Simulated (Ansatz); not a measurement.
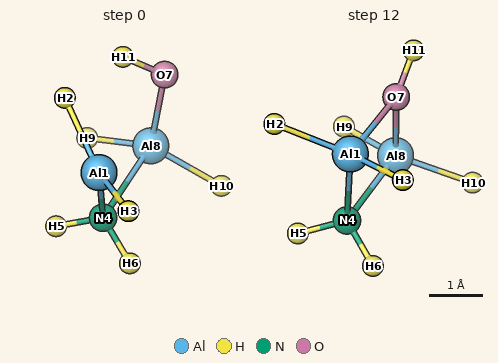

The structure of Al$_{2}$NH$_{7}$O before (left) and after (right) a relaxation, at one scale.

The picture is a ball-and-stick view, seen from a free direction.

The run prepares an end point of a later path (reaction) calculation, from a guessed geometry.

Computed with RHF/6-31G* in Ansatz 0.2.0.

Input file:
```yaml
crystal:
  periodic: [false, false, false]
  atoms:
    - { symbol: Al, position_ang: [0.089798, -0.138518, -0.08367] }
    - { symbol: H, position_ang: [-0.070505, -0.349333, 1.459246] }
    - { symbol: H, position_ang: [1.280831, -0.495205, -1.041079] }
    - { symbol: "N", position_ang: [-1.443975, 0.685673, -0.781786] }
    - { symbol: H, position_ang: [-2.292782, 0.161575, -0.672098] }
    - { symbol: H, position_ang: [-1.385407, 0.96951, -1.741464] }
    - { symbol: O, position_ang: [-0.499208, 2.244796, 1.555246] }
    - { symbol: Al, position_ang: [-1.827174, 2.394261, 0.417802] }
    - { symbol: H, position_ang: [-3.282495, 1.996324, 0.961031] }
    - { symbol: H, position_ang: [-1.662409, 3.596123, -0.615873] }
    - { symbol: H, position_ang: [-0.451174, 1.402894, 2.041146] }
basis:
  gaussian: { orbitals: "6-31G*" }
hamiltonian:
  xc: hf
relax:
  f_tol: 0.03
  max_steps: 50
output:
  orbitals: {}
```

Command:
```bash
ansatz run input.yaml --threads 1 --pin off --max-ram 2048MiB --backend cpu --events-out ev --progress --plain --runs-dir out
```

### What changed between the two?

Over 11 accepted moves (12 points after the start) the energy falls by 185.2 kJ/mol. The largest force component goes from 1.7 to 0.0017 eV/Å. The line search rejected the trial step at point 10 of the run. The forces were under the threshold at step 9, but the run went on from there. H2 moves most after the best rigid fit: 0.93 Å. By element the largest moves are H 0.93 Å, O 0.68 Å, Al 0.45 Å, N 0.16 Å. Among the contacts that change: Al1–O7 2.952 → 1.866 Å, N4–Al8 2.123 → 1.970 Å, O7–Al8 1.755 → 1.866 Å, Al1–N4 1.876 → 1.970 Å. New bonds form, among them: Al1–O7 (2.95 → 1.87 Å). Among the angles between lasting bonds that change: N4–Al8–O7 99.3° → 82.6°, Al8–O7–H11 115.8° → 129.5°, Al1–N4–Al8 106.9° → 93.8°. Groups turn about O7–Al8 by about 120°. The run took 27 s on 1 thread of AMD EPYC 7R43 64-Core Processor (Zen 3) (shared host), peak memory 0.16 GiB.

Limits of the set-up: Hartree-Fock leaves out electron correlation.
